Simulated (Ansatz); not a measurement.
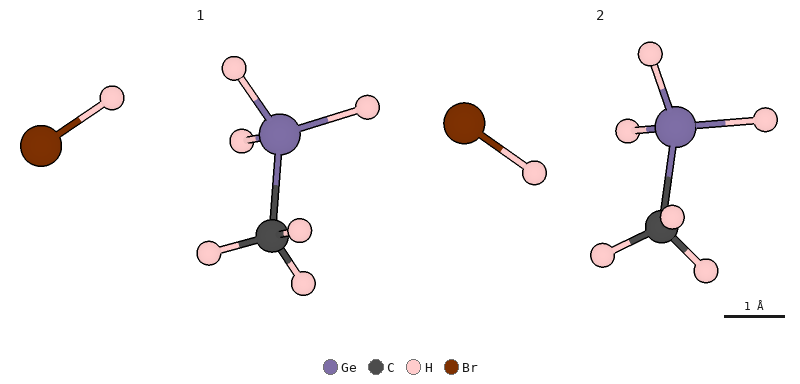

Two geometries of CH7BrGe, drawn at one scale. One is the start of a relaxation, the other its converged end. A ball-and-stick model, seen from a free direction.

Computed with RKS r2SCAN/def2-SVP in Ansatz 0.2.0. (no spin polarisation; force threshold 0.03 eV/Å; at most 50 steps)

Which one is relaxed?

Structure 1 is the relaxed one. The run prepares an end point of a later path (reaction) calculation, from a guessed geometry. The energy falls by 19.4 kJ/mol in 20 accepted moves (23 points after the start). Largest force component: 1.2 eV/Å at the start, 0.0098 eV/Å at the end. The line search rejected the trial steps at points 7, 10, 18 of the run. The forces were under the threshold at step 14, but the run went on from there. The atom that moves furthest after the best rigid fit is an H atom (1.33 Å). Largest moves by element: H 1.33 Å, Br 0.57 Å, C 0.23 Å, Ge 0.15 Å. Some distances before and after: Br–H 1.498 → 1.428 Å, Ge–H 1.531 → 1.546 Å, C–Ge 1.963 → 1.949 Å. Bond angles that change, for instance: C–Ge–H 107.0° → 111.2°, Ge–C–H 114.2° → 110.2°, H–Ge–H 110.6° → 107.6°. Groups turn about C–Ge by about 30°.
